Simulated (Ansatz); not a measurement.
System: SiCl₅.

```
CELL_PARAMETERS angstrom
5.43690 0.00000 0.00000
-2.71845 4.70850 0.00000
0.00000 0.00000 7.46060
ATOMIC_POSITIONS crystal
Si 0.00000 0.00000 0.00000
Cl 0.50000 0.00000 0.00000
Cl 0.00000 0.50000 0.00000
Cl 0.50000 0.50000 0.00000
Cl 0.33333 0.66667 0.50000
Cl 0.66667 0.33333 0.50000
```

Space group P6/mmm; a structure generated by program, which may or may not match a known phase; computed without spin polarisation.

Computed with DFT PBE, scalar-relativistic, plane waves, PAW in Ansatz 0.2.0.

What will maps of the valence pseudo-density and electron localisation function show?

Si–Cl (2.72 Å): ρ at the midpoint is about 0.26 e/Å³; the ELF peaks at about 0.85 in the valence shell of Cl, 0.7 Å from its nucleus, and drops to about 0.35 between the two atoms.

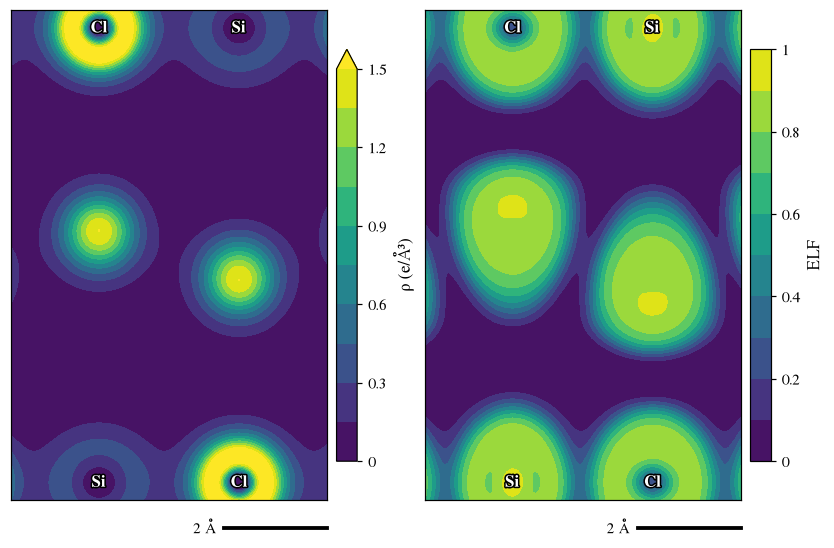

Computed valence pseudo-density and electron localisation function on the (101) plane of the conventional cell, in this order. Atoms just off the plane (Cl, 0.7 Å away) can leave unmarked features too.

The density is the valence pseudo-density of a PAW calculation; it isn't the true density close to the nuclei.
